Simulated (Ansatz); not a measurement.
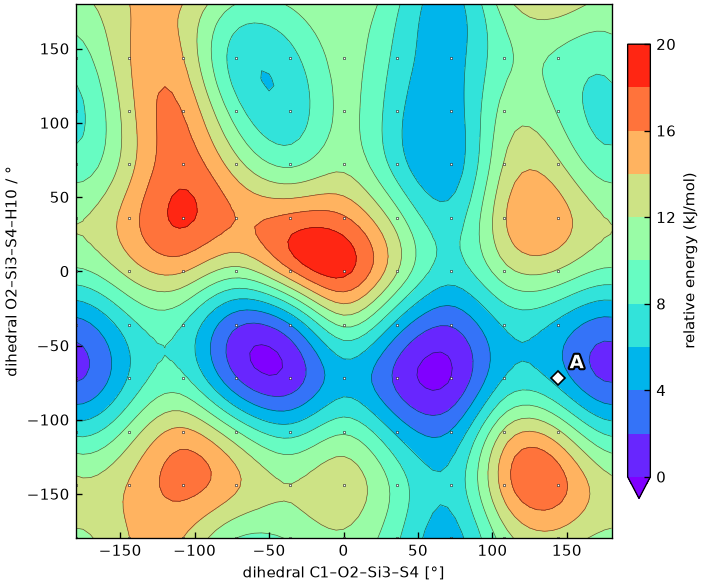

CH₅ClOSSi, SMILES CO[SiH](S)Cl. First axis: dihedral C1–O2–Si3–S4. Second axis: dihedral O2–Si3–S4–H10. Nothing is relaxed (all other coordinates rigid). The scan uses a 10 × 10 grid. Energies: kJ/mol, counted from the lowest grid point. Theory: RKS PBE-D4/def2-SVP in Ansatz 0.2.0.

In the figure: filled contours, dots at the grid points, the point A. Between grid points the surface is interpolated.

**Which way does the force act at A, and how strong is it?**

A, at dihedral C1–O2–Si3–S4 = 144°, dihedral O2–Si3–S4–H10 = −72°, is not a stationary point. The computed force is 0.13 kJ/mol for each degree towards larger values of dihedral C1–O2–Si3–S4 and 0.11 kJ/mol for each degree towards larger values of dihedral O2–Si3–S4–H10.
